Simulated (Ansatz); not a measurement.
**A computed series for WS2: response to strain**

Base system: WS₂ (space group P6_3/mmc, No. 194; a = 3.115 Å, c = 11.772 Å; layered, stacked along the Cartesian z axis). Axes: x lies along a and z along c of the hexagonal cell.

Strains are applied to the cell and any free atomic positions relax; under biaxial strain the out-of-plane vector relaxes too.

All numbers come from PBEsol-D3(BJ)/PAW in Ansatz (a program for electronic structure), no spin-orbit coupling.

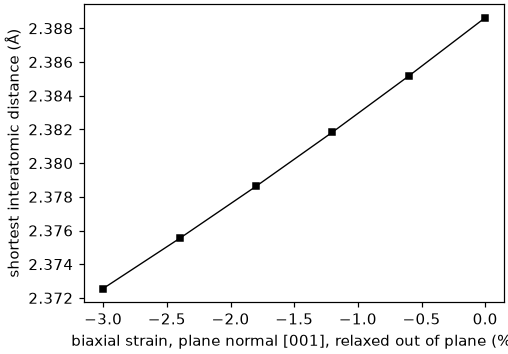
Figure. Shortest interatomic distance against biaxial strain, plane normal [001], relaxed out of plane

| biaxial strain, plane normal [001], relaxed out of plane (%) | shortest interatomic distance |
|---|---|
| -3 | 2.373 Å |
| -2.4 | 2.376 Å |
| -1.8 | 2.379 Å |
| -1.2 | 2.382 Å |
| -0.6 | 2.385 Å |

Whether these cells are dynamically stable was not tested.
